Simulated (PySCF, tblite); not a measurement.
# C11H12Si11: electronic excitations, NMR shifts

What do calculations give for the electronic excitations, NMR shifts of C11H12Si11?

Programs: tblite 0.8.0 and PySCF 2.14.0, with routines of our own; each step states its level. All values are computed. Atoms count from 0.

## 1. The system as given

34 atoms, charge 0, multiplicity 1; geometry from: force field, distance geometry or constructed start.

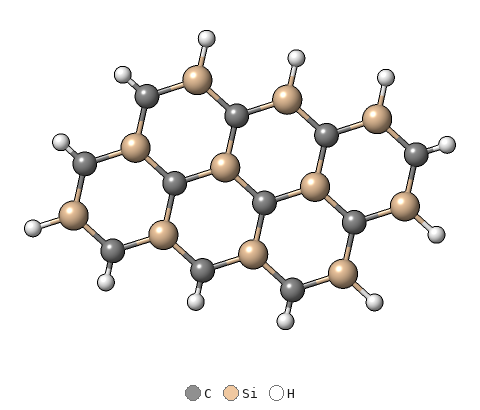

The starting geometry (carbon grey, silicon light orange, hydrogen white).

## 2. Optimising the geometry with GFN2-xTB

Job settings and geometry (Å):

```
{"job": {"kind": "relax", "xc": "GFN2-xTB", "basis": "xTB"}, "charge": 0, "multiplicity": 1}
C     -0.779100     2.220300    -0.001600
Si    -2.337400     3.119700    -0.006900
C     -3.879200     2.219800     0.001000
Si    -3.885100     0.436500    -0.006200
C     -2.335200    -0.464100     0.003400
Si    -0.787300     0.431600    -0.002600
C      5.416800     2.223800    -0.003300
Si     3.869900     3.119800     0.001500
C      2.319100     2.220000    -0.000400
Si     2.313600     0.431300     0.001600
C      3.864400    -0.464100    -0.002100
Si     5.414200     0.430100    -0.000000
C     -5.438000    -0.462200     0.005000
Si    -5.432400    -2.253500    -0.002700
C     -3.886600    -3.142800     0.000200
Si    -2.336100    -2.252300     0.006300
Si     0.766600     3.119000     0.000900
C      0.765100    -0.466300    -0.001000
Si     0.765600    -2.251100     0.002500
C      2.319200    -3.147000     0.002700
Si     3.864200    -2.249100     0.001500
C     -0.784900    -3.146400    -0.000200
H     -2.330800     4.561700     0.006600
H     -4.832500     2.762800    -0.001500
H      6.361200     2.769700     0.000900
H      3.860400     4.556200     0.002500
H      6.664500    -0.285600    -0.000700
H     -6.379100     0.082700     0.001200
H     -6.681000    -2.972500    -0.002000
H     -3.883300    -4.237500     0.003400
H      0.769800     4.557700    -0.001100
H      2.314500    -4.236600     0.000200
H      5.112600    -2.972800    -0.001900
H     -0.781900    -4.239200     0.003700
```

The run is started by

```sh
$ OMP_NUM_THREADS=2 python large_run.py task.json out
```

This one command runs all jobs of the session in turn.

What it wrote:

```text
step      E/eV     max force
  0   -1310.69694    2.372
  1   -1311.04062    0.993
  2   -1311.18559    0.701
  3   -1311.42736    0.812
  4   -1311.54062    0.601
  5   -1311.61021    0.456
  6   -1311.63410    0.264
  7   -1311.64849    0.245
  8   -1311.66035    0.236
  9   -1311.67586    0.304
 10   -1311.69627    0.341
 11   -1311.71820    0.317
 12   -1311.73440    0.312
 13   -1311.74422    0.210
 14   -1311.75085    0.192
 15   -1311.75636    0.161
 16   -1311.76137    0.135
 17   -1311.76560    0.121
 18   -1311.76897    0.129
 19   -1311.77144    0.107
 20   -1311.77280    0.061
 21   -1311.77342    0.061
 22   -1311.77383    0.044
 23   -1311.77420    0.035
 24   -1311.77449    0.035
 25   -1311.77470    0.033
 26   -1311.77486    0.032
 27   -1311.77501    0.022
 28   -1311.77516    0.022
 29   -1311.77528    0.028
 30   -1311.77538    0.023
 31   -1311.77547    0.018
```

Wall time 3.3 s (2 threads of Arm Neoverse N1, shared host); peak memory 0.16 GiB.

Step by step:

| step | energy from step 0 (eV) | largest force (eV/Å) |
| --- | --- | --- |
| 0 | 0.0000 | 2.3718 |
| 1 | -0.3437 | 0.9927 |
| 2 | -0.4887 | 0.7007 |
| 3 | -0.7304 | 0.8124 |
| 4 | -0.8437 | 0.6011 |
| 5 | -0.9133 | 0.4562 |
| 6 | -0.9372 | 0.2640 |
| 7 | -0.9515 | 0.2452 |
| 8 | -0.9634 | 0.2364 |
| 9 | -0.9789 | 0.3040 |
| 11 | -1.0213 | 0.3175 |
| 13 | -1.0473 | 0.2101 |
| 14 | -1.0539 | 0.1924 |
| 16 | -1.0644 | 0.1346 |
| 18 | -1.0720 | 0.1281 |
| 20 | -1.0759 | 0.0611 |
| 21 | -1.0765 | 0.0608 |
| 23 | -1.0773 | 0.0349 |
| 25 | -1.0778 | 0.0328 |
| 27 | -1.0781 | 0.0222 |
| 28 | -1.0782 | 0.0221 |
| 29 | -1.0783 | 0.0282 |
| 30 | -1.0784 | 0.0234 |
| 31 | -1.0785 | 0.0186 |

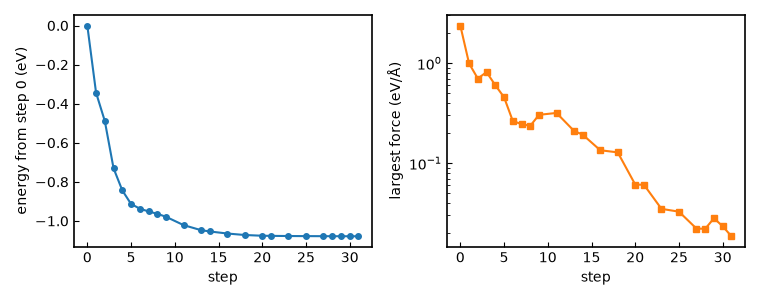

Energy and largest force along the relaxation.

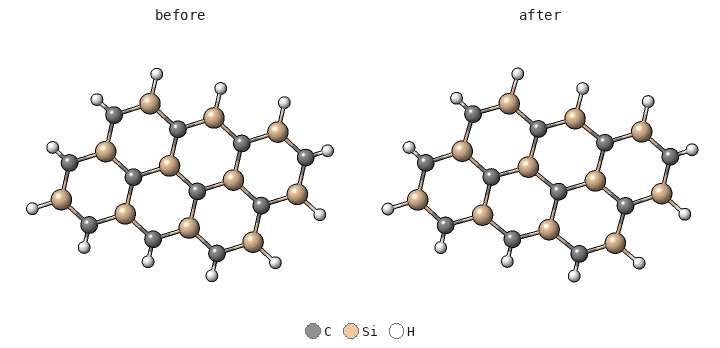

The geometry before (left) and after (right).

Close pairs (by a distance rule), those that changed most:

| bond | before (Å) | after (Å) | change (Å) |
| --- | --- | --- | --- |
| C0–Si5 | 1.789 | 1.878 | +0.089 |
| C17–Si18 | 1.785 | 1.867 | +0.082 |
| C8–Si9 | 1.789 | 1.867 | +0.079 |
| C4–Si15 | 1.788 | 1.861 | +0.072 |
| Si9–C10 | 1.791 | 1.859 | +0.069 |
| Si3–C4 | 1.793 | 1.851 | +0.058 |
| C2–Si3 | 1.783 | 1.839 | +0.056 |
| Si5–C17 | 1.793 | 1.849 | +0.056 |

The next job starts from the end point, and lists it.

## 3. Electronic excitations: TDDFT PBE0/6-31G*

Job settings and geometry (Å):

```
{"job": {"kind": "uv", "basis": "6-31G*", "grid": 1, "kgrid": 0, "vcut": 1.5, "nstates": 6, "ntriplets": 2, "tda": false, "delta": [], "pop": true, "xc": "PBE0"}, "charge": 0, "multiplicity": 1}
C     -0.781590     2.236457    -0.000243
Si    -2.398566     3.105239     0.000314
C     -3.959132     2.253337    -0.001063
Si    -4.071846     0.417620    -0.000002
C     -2.455288    -0.483243     0.000238
Si    -0.850781     0.359894     0.000019
C      5.599372     2.307533    -0.000082
Si     4.017128     3.168457     0.000551
C      2.436675     2.277817    -0.000003
Si     2.387146     0.411263    -0.000352
C      4.040103    -0.440165    -0.000457
Si     5.586538     0.502583    -0.000682
C     -5.633438    -0.502699     0.000073
Si    -5.623786    -2.303925     0.000296
C     -4.068647    -3.202919     0.001448
Si    -2.467990    -2.343798     0.001392
Si     0.801087     3.089698    -0.000373
C      0.803127    -0.466533     0.000008
Si     0.759469    -2.332981     0.001177
C      2.407313    -3.146268     0.001190
Si     3.957894    -2.275500    -0.000268
C     -0.837338    -3.155383     0.002499
H     -2.308834     4.580020     0.001309
H     -4.884675     2.814230    -0.001333
H      6.531081     2.858456    -0.000067
H      4.004020     4.642639     0.001903
H      6.872586    -0.217272    -0.001041
H     -6.568957     0.040828     0.000300
H     -6.902157    -3.037001    -0.001002
H     -4.065890    -4.284649     0.001943
H      0.840590     4.569603    -0.000852
H      2.401352    -4.228433     0.001644
H      5.265798    -2.957675    -0.001101
H     -0.840534    -4.238078     0.003440
```

With the program's defaults for keys left out, this is: TDDFT PBE0/6-31G*, vertical, gas phase, core orbitals frozen in the response, virtual orbitals cut by energy.

What it wrote:

```text
start: PBE on a coarse grid of 35588 points
cycle   1  E = -3607.8072168513  dE =  3.135e+00  |g| = 1.729e+00  |ddm| = 6.587e+00
cycle   2  E = -3603.5607143461  dE =  4.247e+00  |g| = 3.573e+00  |ddm| = 6.182e+00
cycle   3  E = -3608.2413966654  dE = -4.681e+00  |g| = 9.718e-01  |ddm| = 5.441e+00
cycle   4  E = -3608.6490049008  dE = -4.076e-01  |g| = 3.835e-01  |ddm| = 1.850e+00
cycle   5  E = -3608.6727032724  dE = -2.370e-02  |g| = 2.673e-01  |ddm| = 6.375e-01
cycle   6  E = -3608.6962041686  dE = -2.350e-02  |g| = 7.744e-02  |ddm| = 4.066e-01
cycle   7  E = -3608.6974299578  dE = -1.226e-03  |g| = 5.140e-02  |ddm| = 1.371e-01
cycle   8  E = -3608.6982496431  dE = -8.197e-04  |g| = 1.128e-02  |ddm| = 6.271e-02
cycle   9  E = -3608.6982886301  dE = -3.899e-05  |g| = 7.035e-03  |ddm| = 1.918e-02
final grid: 146349 points
cycle  10  E = -3608.6858155329  dE = -1.644e-02  |g| = 3.619e-02  |ddm| = 4.772e-01
cycle  11  E = -3608.6850109702  dE =  8.046e-04  |g| = 5.987e-02  |ddm| = 1.408e-01
cycle  12  E = -3608.6864423458  dE = -1.431e-03  |g| = 1.238e-02  |ddm| = 9.070e-02
cycle  13  E = -3608.6864799495  dE = -3.760e-05  |g| = 5.234e-03  |ddm| = 1.657e-02
cycle  14  E = -3608.6864898371  dE = -9.888e-06  |g| = 2.248e-03  |ddm| = 7.875e-03
cycle  15  E = -3608.6864943274  dE = -4.490e-06  |g| = 7.438e-04  |ddm| = 3.253e-03
cycle  16  E = -3608.6864942167  dE =  1.107e-07  |g| = 2.622e-04  |ddm| = 9.694e-04
cycle  17  E = -3608.6864942821  dE = -6.539e-08  |g| = 9.188e-05  |ddm| = 4.024e-04
converged SCF energy = -3608.6864942821

Static polarisability (au): isotropic 477.701, principal 185.322 462.683 785.097

Singlet excitations
state   eV       nm        f      main configurations
  1   1.9815    625.7   0.10686   H->L 0.98
  2   2.5247    491.1   0.00393   H-1->L 0.54, H->L+1 0.34
  3   2.6095    475.1   0.00345   H->L+1 0.45, H-1->L 0.40, H-2->L 0.12
  4   2.7431    452.0   0.00039   H->L+2 0.58, H-2->L 0.26, H->L+1 0.12
  5   2.9073    426.5   0.14806   H-2->L 0.53, H->L+2 0.33
  6   3.2443    382.2   0.02423   H-3->L 0.63, H-4->L 0.23

Triplet excitations (Tamm-Dancoff, eV): 1.6530 2.1443
```

Run time: 1.7 min. Hardware: 2 threads of Arm Neoverse N1, shared host; peak memory 1.4 GiB.

Frontier orbitals and where they lie:

| orbital | eV | atoms |
| --- | --- | --- |
| HOMO−4 | -6.50 | C19 32 %, C17 10 %, Si18 8 % |
| HOMO−3 | -6.31 | C2 24 %, C14 13 %, C0 13 % |
| HOMO−2 | -5.93 | C4 23 %, Si13 16 %, C12 15 % |
| HOMO−1 | -5.66 | C21 20 %, C2 14 %, C19 11 % |
| HOMO | -4.90 | C14 26 %, C21 22 %, C12 21 % |
| LUMO | -2.50 | Si7 28 %, Si11 23 %, Si16 21 % |
| LUMO+1 | -1.67 | Si16 21 %, Si20 16 %, Si1 11 % |
| LUMO+2 | -1.45 | Si9 32 %, Si5 14 %, C6 11 % |
| LUMO+3 | -1.01 | Si20 26 %, Si18 14 %, Si7 12 % |

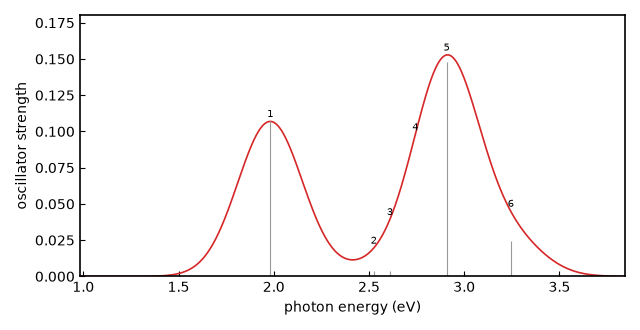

Absorption spectrum from the 6 singlet states computed; above the last one it falls off for lack of states. Lines are broadened to a width of 0.40 eV (Gaussian).

Further results of this job:

| property | computed |
| --- | --- |
| dipole moment (D) | 7.60 |
| polarisability (Å³) | 70.79 |
| HOMO–LUMO gap (eV) | 2.40 |
| −ε(HOMO) (eV) | 4.90 |

## 4. NMR shifts: GIAO KT3/pcSseg-1

The job, as its differences from that of step 3:

```diff
@@ -1,2 +1,2 @@
-{"job": {"kind": "uv", "basis": "6-31G*", "grid": 1, "kgrid": 0, "vcut": 1.5, "nstates": 6, "ntriplets": 2, "tda": false, "delta": [], "pop": true, "xc": "PBE0"}, "charge": 0, "multiplicity": 1}
+{"job": {"kind": "nmr", "xc": "KT3", "basis": "pcSseg-1", "pop": false}, "charge": 0, "multiplicity": 1}
 C     -0.781590     2.236457    -0.000243
```

Level: GIAO KT3/pcSseg-1 NMR shielding, non-relativistic, gas phase.

What it wrote:

```text
start: PBE on a coarse grid of 35588 points
cycle   1  E = -3607.3948811395  dE =  2.996e+00  |g| = 1.774e+00  |ddm| = 6.908e+00
cycle   2  E = -3603.0350962188  dE =  4.360e+00  |g| = 3.684e+00  |ddm| = 6.056e+00
cycle   3  E = -3607.7677366976  dE = -4.733e+00  |g| = 1.044e+00  |ddm| = 5.562e+00
cycle   4  E = -3608.2386744064  dE = -4.709e-01  |g| = 3.634e-01  |ddm| = 1.889e+00
cycle   5  E = -3608.2532276659  dE = -1.455e-02  |g| = 2.802e-01  |ddm| = 6.315e-01
cycle   6  E = -3608.2785428135  dE = -2.532e-02  |g| = 7.864e-02  |ddm| = 4.038e-01
cycle   7  E = -3608.2797501465  dE = -1.207e-03  |g| = 5.061e-02  |ddm| = 1.268e-01
cycle   8  E = -3608.2804987452  dE = -7.486e-04  |g| = 1.192e-02  |ddm| = 5.877e-02
cycle   9  E = -3608.2805365685  dE = -3.782e-05  |g| = 6.904e-03  |ddm| = 1.973e-02
final grid: 292437 points
cycle  10  E = -3643.1657411690  dE = -8.198e-02  |g| = 4.010e-01  |ddm| = 7.166e-01
cycle  11  E = -3643.1698096475  dE = -4.068e-03  |g| = 2.063e-01  |ddm| = 3.163e-01
cycle  12  E = -3643.1662107165  dE =  3.599e-03  |g| = 1.428e-01  |ddm| = 3.123e-01
cycle  13  E = -3643.1741409073  dE = -7.930e-03  |g| = 2.104e-02  |ddm| = 2.115e-01
cycle  14  E = -3643.1743006215  dE = -1.597e-04  |g| = 6.869e-03  |ddm| = 3.331e-02
cycle  15  E = -3643.1743136012  dE = -1.298e-05  |g| = 2.402e-03  |ddm| = 1.026e-02
cycle  16  E = -3643.1743150284  dE = -1.427e-06  |g| = 1.310e-03  |ddm| = 3.905e-03
cycle  17  E = -3643.1743146899  dE =  3.385e-07  |g| = 4.440e-04  |ddm| = 2.029e-03
cycle  18  E = -3643.1743150885  dE = -3.986e-07  |g| = 1.581e-04  |ddm| = 7.440e-04
cycle  19  E = -3643.1743141110  dE =  9.775e-07  |g| = 6.856e-05  |ddm| = 2.597e-04
converged SCF energy = -3643.1743141110

GIAO shielding tensors (ppm)
atom      isotropic    diamagn.    paramagn.     s11        s22        s33       span
  0 C       87.654     280.661    -193.007     29.938     53.623    179.400    149.461
  1 Si     269.878     888.318    -618.439    108.516    343.520    357.599    249.083
  2 C       94.474     267.311    -172.836     -0.276    109.924    173.776    174.052
  3 Si     256.627     892.091    -635.464    179.805    243.978    346.098    166.293
  4 C      100.601     285.222    -184.621     66.539     68.659    166.604    100.066
  5 Si     265.656     898.134    -632.477    178.439    262.795    355.735    177.296
  6 C       92.775     268.043    -175.269    -15.133    108.119    185.337    200.470
  7 Si     257.796     887.756    -629.960    102.369    312.956    358.064    255.695
  8 C       89.576     281.748    -192.172     36.044     50.531    182.154    146.110
  9 Si     267.191     897.261    -630.070    191.756    254.036    355.782    164.026
 10 C       92.219     279.213    -186.995     38.300     59.661    178.695    140.395
 11 Si     259.802     886.529    -626.727    103.630    318.398    357.377    253.746
 12 C      110.517     265.887    -155.369     31.777    124.096    175.679    143.902
 13 Si     260.605     885.755    -625.150     92.489    327.545    361.782    269.293
 14 C      109.117     265.963    -156.846     27.957    123.749    175.646    147.689
 15 Si     255.513     893.315    -637.802    185.353    234.453    346.733    161.380
 16 Si     261.338     890.867    -629.529    112.152    319.917    351.945    239.793
 17 C      100.213     289.077    -188.864     65.811     71.281    163.548     97.737
 18 Si     260.979     893.889    -632.910    170.548    265.813    346.577    176.029
 19 C       96.255     267.090    -170.835      5.135    110.432    173.200    168.065
 20 Si     270.105     887.443    -617.338    109.120    343.961    357.233    248.113
 21 C      118.898     269.803    -150.904     64.294    126.347    166.054    101.760
 22 H       24.709      29.314      -4.605     19.622     24.285     30.219     10.597
 23 H       25.917      27.518      -1.601     22.881     26.795     28.076      5.195
 24 H       25.388      24.662       0.725     23.266     26.005     26.893      3.627
 25 H       24.505      28.295      -3.789     19.598     23.930     29.989     10.391
 26 H       24.585      26.634      -2.049     19.921     23.736     30.099     10.178
 27 H       26.705      26.822      -0.117     23.155     27.703     29.256      6.101
 28 H       24.721      25.226      -0.505     20.573     22.878     30.710     10.137
 29 H       26.614      29.574      -2.961     22.873     28.025     28.943      6.071
 30 H       24.523      31.969      -7.445     18.900     24.845     29.825     10.925
 31 H       26.019      29.634      -3.615     22.638     27.320     28.098      5.460
 32 H       24.671      28.186      -3.515     19.842     23.872     30.299     10.457
 33 H       27.257      31.800      -4.544     21.728     29.185     30.857      9.129
```

It took 50 s on 2 threads of Arm Neoverse N1, shared host; peak memory 1.1 GiB.

Shifts follow as δ = σ(reference) − σ, with reference shieldings (ppm) from runs at the same level and on the same kind of geometry: ¹H TMS 31.76, ¹³C TMS 184.7, ²⁹Si TMS 361.7. The references are single molecules in the gas phase.

| atoms | environment | σ (ppm) | δ (ppm) |
| --- | --- | --- | --- |
| C0 | carbon bonded to 3 Si | 87.7 | 97.1 |
| C8 | carbon bonded to 3 Si | 89.6 | 95.1 |
| C10 | carbon bonded to 3 Si | 92.2 | 92.5 |
| C6 | carbon bonded to 2 Si, H | 92.8 | 91.9 |
| C2 | carbon bonded to 2 Si, H | 94.5 | 90.2 |
| C19 | carbon bonded to 2 Si, H | 96.3 | 88.5 |
| C17 | carbon bonded to 3 Si | 100.2 | 84.5 |
| C4 | carbon bonded to 3 Si | 100.6 | 84.1 |
| C14 | carbon bonded to 2 Si, H | 109.1 | 75.6 |
| C12 | carbon bonded to 2 Si, H | 110.5 | 74.2 |
| C21 | carbon bonded to 2 Si, H | 118.9 | 65.8 |
| H25 | hydrogen on a silicon bonded to 2 C | 24.51 | 7.25 |
| H30 | hydrogen on a silicon bonded to 2 C | 24.52 | 7.24 |
| H26 | hydrogen on a silicon bonded to 2 C | 24.59 | 7.17 |
| H32 | hydrogen on a silicon bonded to 2 C | 24.67 | 7.09 |
| H22 | hydrogen on a silicon bonded to 2 C | 24.71 | 7.05 |
| H28 | hydrogen on a silicon bonded to 2 C | 24.72 | 7.04 |
| H24 | hydrogen on a carbon bonded to 2 Si | 25.39 | 6.37 |
| H23 | hydrogen on a carbon bonded to 2 Si | 25.92 | 5.84 |
| H31 | hydrogen on a carbon bonded to 2 Si | 26.02 | 5.74 |
| H29 | hydrogen on a carbon bonded to 2 Si | 26.61 | 5.15 |
| H27 | hydrogen on a carbon bonded to 2 Si | 26.70 | 5.06 |
| H33 | hydrogen on a carbon bonded to 2 Si | 27.26 | 4.50 |
| Si15 | silicon bonded to 3 C | 255.5 | 106.2 |
| Si3 | silicon bonded to 3 C | 256.6 | 105.0 |
| Si7 | silicon bonded to 2 C, H | 257.8 | 103.9 |
| Si11 | silicon bonded to 2 C, H | 259.8 | 101.9 |
| Si13 | silicon bonded to 2 C, H | 260.6 | 101.1 |
| Si18 | silicon bonded to 3 C | 261.0 | 100.7 |
| Si16 | silicon bonded to 2 C, H | 261.3 | 100.3 |
| Si5 | silicon bonded to 3 C | 265.7 | 96.0 |
| Si9 | silicon bonded to 3 C | 267.2 | 94.5 |
| Si1 | silicon bonded to 2 C, H | 269.9 | 91.8 |
| Si20 | silicon bonded to 2 C, H | 270.1 | 91.6 |

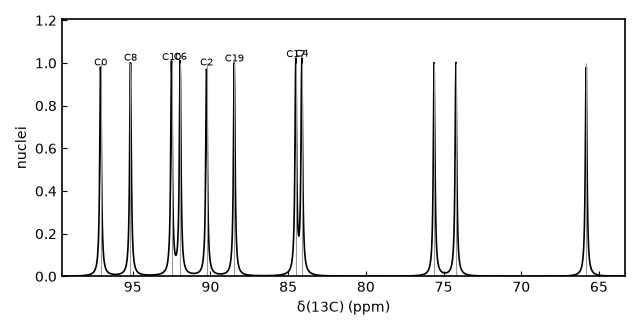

¹³C lines at the computed shifts, without couplings. Lines are broadened to a width of 0.12 ppm (Lorentzian).

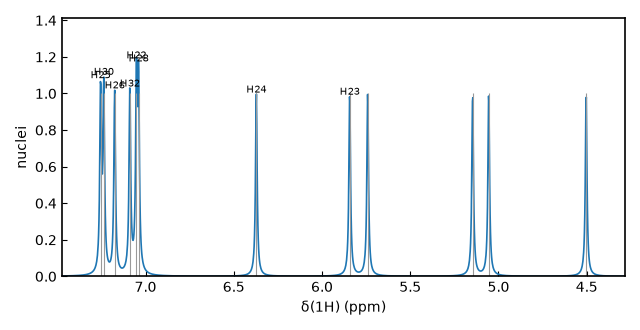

¹H lines at the computed shifts, without couplings. Lines are broadened to a width of 0.01 ppm (Lorentzian).

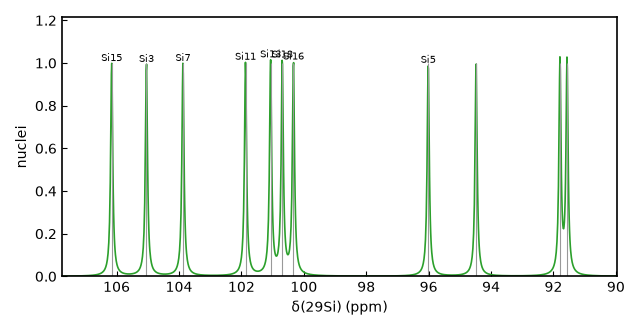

²⁹Si lines at the computed shifts, without couplings. Lines are broadened to a width of 0.08 ppm (Lorentzian).

Ring of atoms C0, Si1, C2, Si3, C4, Si5: NICS(0) -3.5, NICS(1) -2.6, NICS(1)zz 2.1 ppm (means of both faces).

Ring of atoms C0, Si5, C8, Si9, Si16, C17: NICS(0) -4.9, NICS(1) -4.0, NICS(1)zz -1.7 ppm (means of both faces).

Ring of atoms Si3, C4, C12, Si13, C14, Si15: NICS(0) -5.6, NICS(1) -4.5, NICS(1)zz -4.2 ppm (means of both faces).

## 5. Results

```
                                quantity                                                                        value
            lowest singlet (PBE0/6-31G*)                                                  1.98 eV (626 nm), f = 0.107
brightest single state of those computed                                                  state 5, 2.91 eV, f = 0.148
                          lowest triplet                                                                      1.65 eV
   ¹³C shifts against TMS (KT3/pcSseg-1)         97.1, 95.1, 92.5, 91.9, 90.2, 88.5, 84.5, 84.1, 75.6, 74.2, 65.8 ppm
    ¹H shifts against TMS (KT3/pcSseg-1)   7.25, 7.24, 7.17, 7.09, 7.05, 7.04, 6.37, 5.84, 5.74, 5.15, 5.06, 4.50 ppm
  ²⁹Si shifts against TMS (KT3/pcSseg-1)  106.2, 105.0, 103.9, 101.9, 101.1, 100.7, 100.3, 96.0, 94.5, 91.8, 91.6 ppm
```

In words: The first singlet state (HOMO→LUMO 0.98) lies at 1.98 eV and is bright; of the 6 states computed, the strongest absorption comes from state 5 at 2.91 eV. State 1 absorbs in the visible (626 nm). The lowest triplet lies 0.33 eV below the lowest singlet (triplets in Tamm-Dancoff, singlets in full TDDFT).
